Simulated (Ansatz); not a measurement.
# Fields on a plane of TiO2 (space group P2_1/c)

```yaml
crystal:
  lattice:
    - [4.78032, 0.00000, 0.00000]
    - [0.00000, 4.86143, 0.00000]
    - [-0.87340, 0.00000, 4.92531]
  atoms:
    - { symbol: Ti, position: [0.27862, 0.44504, 0.71356] }
    - { symbol: Ti, position: [0.72138, 0.55496, 0.28644] }
    - { symbol: Ti, position: [0.72138, 0.94504, 0.78644] }
    - { symbol: Ti, position: [0.27862, 0.05496, 0.21356] }
    - { symbol: O, position: [0.44378, 0.74138, 0.96950] }
    - { symbol: O, position: [0.55622, 0.25862, 0.03050] }
    - { symbol: O, position: [0.55622, 0.24138, 0.53050] }
    - { symbol: O, position: [0.44378, 0.75862, 0.46950] }
    - { symbol: O, position: [0.06522, 0.32791, 0.34661] }
    - { symbol: O, position: [0.93478, 0.67209, 0.65339] }
    - { symbol: O, position: [0.93478, 0.82791, 0.15339] }
    - { symbol: O, position: [0.06522, 0.17209, 0.84661] }
```

The slice is a (001) plane (indices of the conventional cell) through the point (0.721, 0.555, 0.286) (fractional), spanned by u = [100] and v = [010] in vectors of this cell: u (4.78 Å) and v (4.86 Å, at 90° to u). It covers one period; positions are fractions (u, v).

Atoms on it: Ti at (0.00, 0.00). Other atoms lie within 1 Å of the plane.

The numbers are results of PBEsol (plane waves to 420 eV, PAW, scalar-relativistic; Ansatz, a first-principles code), not measurements. k mesh 6×6×6. Inside the PAW spheres the values are not all-electron values, and peaks at nuclei hang on which shells count as valence. This is one of several known forms of TiO2; the measured ambient cells at hand have space group No. 60 or 61 or 136 or 141. TiO2 is run without spin polarisation. TiO2 was relaxed with its symmetry unable to fall.

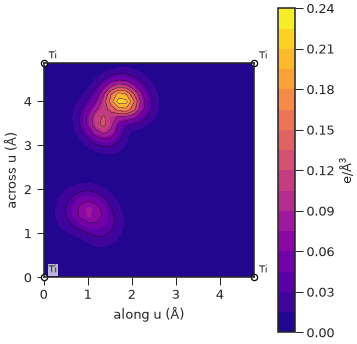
*Density of the highest valence band (whole band, smooth part) in e/Å³, one period of the plane, atoms marked. *

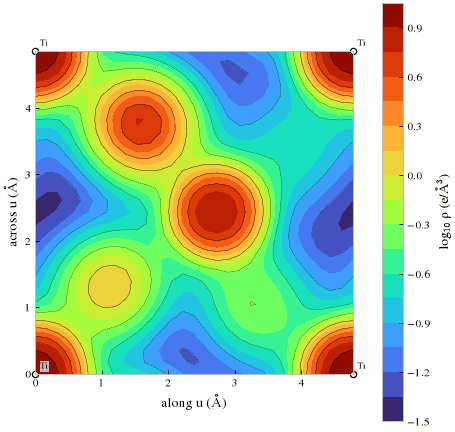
Log₁₀ of the valence density in e/Å³, one period of the plane, atoms marked. The scale is logarithmic, as a density can span decades between atoms and voids.
